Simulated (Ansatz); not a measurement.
# C2H2F2: the cost of one run

Program: Ansatz 0.2.0. Level of theory: the levels named in each step. These are calculated values, not measurements.

## Step 1: Starting point

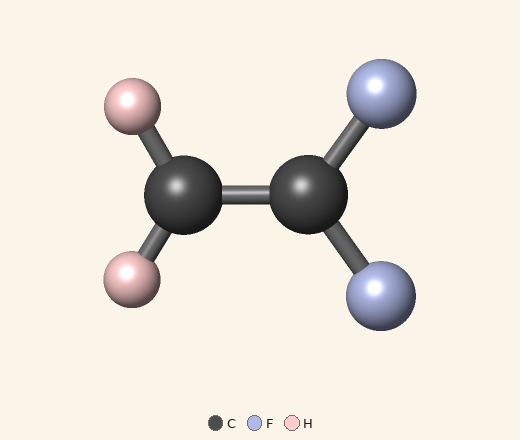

The starting structure, seen from a chosen angle (carbon dark grey, fluorine light blue, hydrogen pink).

Coordinates:

```xyz
6

C     1.4480   -0.1777   -0.1098
C     0.1495   -0.0178   -0.0114
F    -0.7527   -0.9889    0.0677
F    -0.4658    1.1539    0.0245
H     2.1043    0.6482   -0.1675
H     1.8587   -1.1849   -0.1325
```

## Step 2: A rough first relaxation, PBE-D4/def2-SVP

This run stands in another session on the same molecule. It ended at:

```xyz
6

C     1.4559   -0.1929   -0.1103
C     0.1354   -0.0154   -0.0103
F    -0.7592   -0.9914    0.0678
F    -0.4730    1.1624    0.0255
H     2.1171    0.6791   -0.1693
H     1.8659   -1.2090   -0.1323
```

## Step 3: Relaxation, HF/STO-3G

input.yaml reads:

```yaml
crystal:
  periodic: [false, false, false]
  atoms:
    - { symbol: C, position_ang: [1.45591132, -0.19290165, -0.11032245] }
    - { symbol: C, position_ang: [0.13538813, -0.01544159, -0.01029007] }
    - { symbol: F, position_ang: [-0.75920448, -0.99141164, 0.0677545] }
    - { symbol: F, position_ang: [-0.47301265, 1.16244538, 0.02550467] }
    - { symbol: H, position_ang: [2.1170942, 0.67909334, -0.16933911] }
    - { symbol: H, position_ang: [1.86592348, -1.20898383, -0.13225754] }
basis:
  gaussian: { orbitals: STO-3G }
hamiltonian:
  xc: hf
relax:
  f_tol: 0.002
  max_steps: 150
```

The run is started by

```sh
ansatz run input.yaml --threads 2 --pin off --max-ram 5120MiB --backend cpu --events-out ev --progress --plain --runs-dir out
```

What time and memory should one allow on 2 threads of Intel Xeon Platinum 8488C (Sapphire Rapids), shared host?

About 1 s, with a peak of 0.097 GiB.
